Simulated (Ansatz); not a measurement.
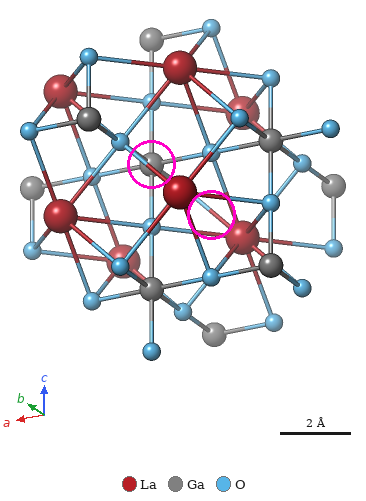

Perfect LaGaO$_{3}$. A ball-and-stick model of the atoms within 5.2 Å of one point, in a slice 5.0 Å thick across the line of sight, seen from a free direction.

Theory: DFT, PBEsol, PAW, plane waves (Ansatz 0.2.0). Settings: plane-wave cutoff 420 eV; k-point mesh 1 × 1 × 1; mesh shifted by (0.25, 0.25, 0.25); no spin polarisation. Fermi-Dirac smearing of 0.01 eV. A uniform background neutralises the charged cell. The axes drawn are those of the host's conventional cell.

A gallium atom is replaced by lithium and an extra gallium atom is put between the host's atoms (an interstitial), the two sites 2.7 Å apart at the ringed places, in charge state +1. The supercell has 40 sites, and the atoms are relaxed at the host's cell.

### Predict the relaxed surroundings of the defect.

In the host the Ga atom has 6 O at 1.93 Å; the Li atom ends with 3 O at 1.74 to 1.82 Å. The Ga atom starts with 4 O at 1.93 to 1.94 Å, 2 La at 1.93 Å around its place and ends with 4 O at 1.77 to 2.00 Å. Of the host's atoms, an oxygen atom moves furthest from its site, by 1.05 Å. The Li atom itself moves 0.87 Å from where it was put. The Ga atom itself moves 1.50 Å from where it was put.

The relaxed defect, seen from the same direction:

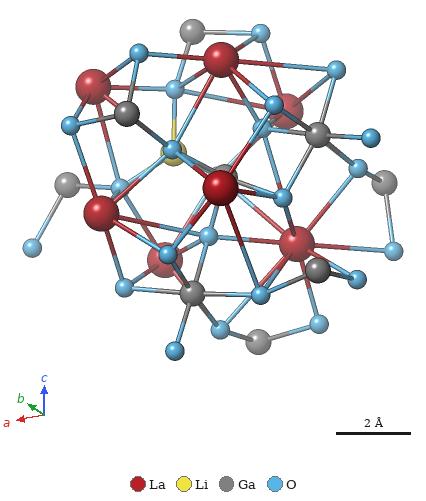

Limits of the set-up: the periodic images lie only 7.7 Å apart, so the values are limited by the cell's size; the cell is charged, on a uniform background, and energies carry no finite-size correction.
